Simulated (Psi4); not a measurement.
Two rigid molecules brought together: H6B3N3 ··· H3B (SMILES B1NBNBN1 and B), singlet. Monomers: optimised at B3LYP-D3(BJ) (def2-TZVP), held rigid. Orientation: lowest of the rigid-body minima from ten starts at GFN2-xTB (searched outside a hard wall at short contacts). The monomers approach along the line of their centres of mass (distance R); nothing else relaxes. The shortest distances reach bonding range, where SAPT0 and rigid monomers are unreliable.

Computed with SAPT0/jun-cc-pVDZ, frozen core in Psi4.

Components in kcal/mol:

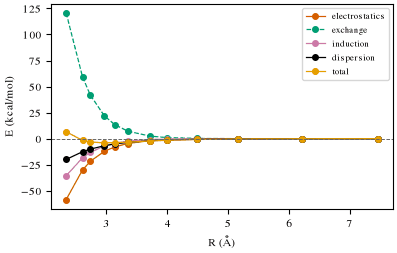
Components of the interaction energy.

```tsv
R / Å	electrostatics	exchange	induction	dispersion	total
2.34	-58.52	120.74	-35.62	-19.96	6.63
2.61	-29.98	59.19	-18.34	-12.50	-1.63
2.74	-21.61	41.50	-13.08	-10.00	-3.19
2.97	-12.09	21.82	-7.02	-6.77	-4.06
3.14	-7.88	13.44	-4.37	-5.09	-3.90
3.35	-4.67	7.31	-2.40	-3.59	-3.36
3.71	-1.93	2.52	-0.85	-2.01	-2.27
4.00	-0.95	1.04	-0.36	-1.28	-1.56
4.49	-0.29	0.23	-0.09	-0.63	-0.78
5.17	-0.05	0.03	-0.02	-0.26	-0.30
6.21	0.00	0.00	0.00	-0.08	-0.08
7.46	0.01	0.00	0.00	-0.03	-0.02
```
